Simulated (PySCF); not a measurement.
**C₂H₇P, SMILES `CPC`: what the electrons do**

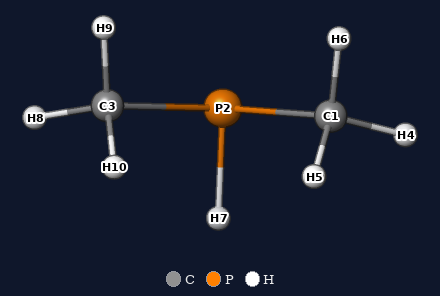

The molecule, with its atoms numbered as below. No frequency check shows the geometry to be a minimum.

Geometry (Å), atoms numbered from 1:

```
C1      -1.4023    0.5355   -0.0170
P2       0.0001   -0.6689    0.1085
C3       1.4022    0.5356   -0.0170
H4      -2.3289   -0.0142   -0.1684
H5      -1.2552    1.2361   -0.8371
H6      -1.4784    1.0861    0.9199
H7       0.0002   -1.0095   -1.2521
H8       2.3289   -0.0140   -0.1684
H9       1.4782    1.0862    0.9199
H10      1.2550    1.2362   -0.8371
```

## 1. Bonding charge

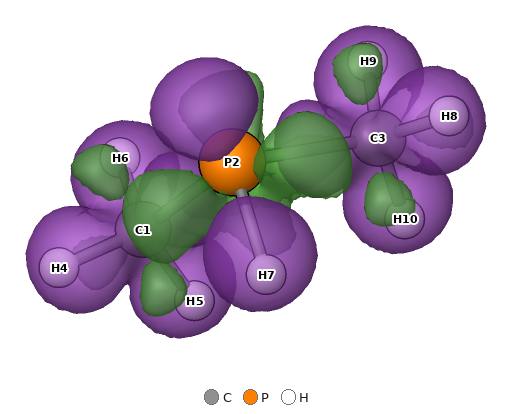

Deformation density (molecule less spherical, spin-averaged free atoms at the same positions), surfaces at ±0.06 e/Å³; purple: gain, green: loss.

PySCF calculation, B3LYP/def2-SVPD, gas phase; geometry: GFN2-xTB.

How much density has each bond gained at its critical point, relative to the free atoms?

Answer. C1–H4 and C3–H8: +0.66 e/Å³ at the bond critical point (bond length 1.09 Å). C1–H5 and C3–H10: +0.66 e/Å³ at the bond critical point (bond length 1.09 Å). C1–H6 and C3–H9: +0.66 e/Å³ at the bond critical point (bond length 1.09 Å). P2–H7: +0.17 e/Å³ at the bond critical point (bond length 1.40 Å). P2–C3 and C1–P2: +0.13 e/Å³ at the bond critical point (bond length 1.85 Å). In all, 2.1 electrons gather in the regions of gain relative to the promolecule. A small or negative value marks a very polar bond, one between electron-rich atoms, whose free-atom densities already overlap strongly, a long bond to a heavier atom, or a closed-shell contact such as a hydrogen bond.

Where do the Hirshfeld charges lie?

Answer. The highest Hirshfeld charge is on P2 (+0.12 e), the lowest on C1 and C3 (−0.15 e).

## 2. Local ionisation energy

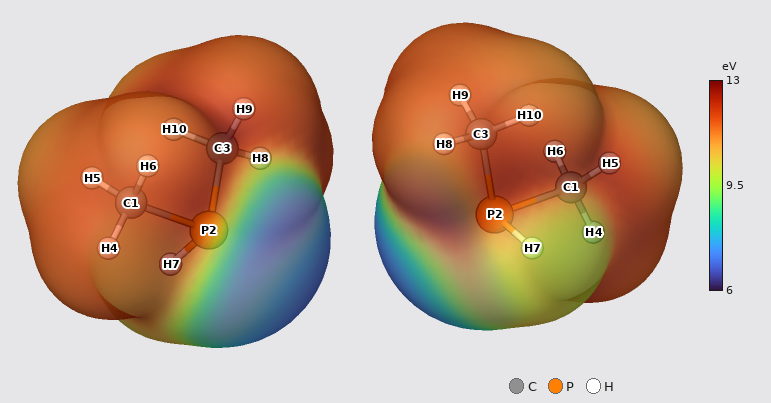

Average local ionisation energy on the surface of electron density 0.001 a.u. (back view left, front view right).

Where are the most loosely bound electrons on this surface?

Answer. The lowest value is 6.8 eV, 2.4 Å from P2. Further minima include 9.5 eV, 1.5 Å from H7; 10.9 eV, 1.4 Å from H10, and at like points elsewhere. For comparison, the highest occupied orbital lies at −6.6 eV.

## 3. In an electric field

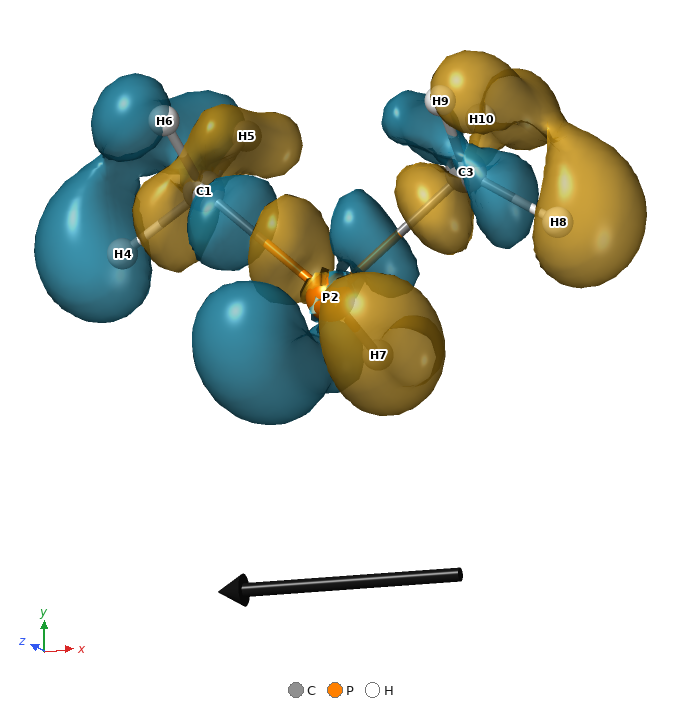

Change of the electron density in a uniform field of 0.21 V/Å along −x (arrow), surfaces at ±0.002 e/Å³ (yellow: gain, teal: loss).

The field was applied in both directions; the picture shows the one opposite to the script's first.

What dipole is induced, and what polarisability does it imply?

Answer. The induced dipole is 0.61 D (along the field); α along this axis, from the fields in both directions, is 60 bohr³ (8.9 Å³).

## 4. Removing or adding an electron

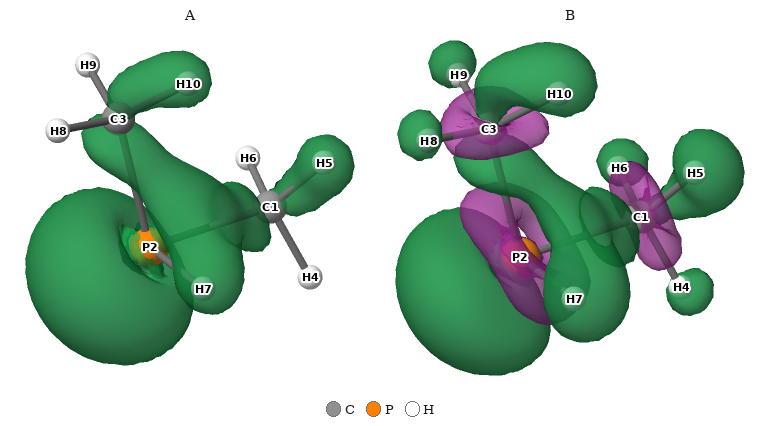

The Fukui function f⁻ from two separate SCF calculations and the density of the HOMO, at ±0.03 e/Å³ (green positive, purple negative).

Method: B3LYP/def2-SVPD; geometry: GFN2-xTB; program: PySCF.

Which panel is which, and how good is the frozen-orbital picture?

Answer. B is f⁻ (it has negative regions), A the HOMO density. The HOMO lies on P2 (71 %), C1 and C3 (7 % each) and H7 (6 %); f⁻ (Hirshfeld-condensed) is largest on P2 (0.46); the vertical ionisation energy is 9.08 eV. Relaxation shifts 26 % of the electron between atoms. The orbital energy is −6.58 eV.
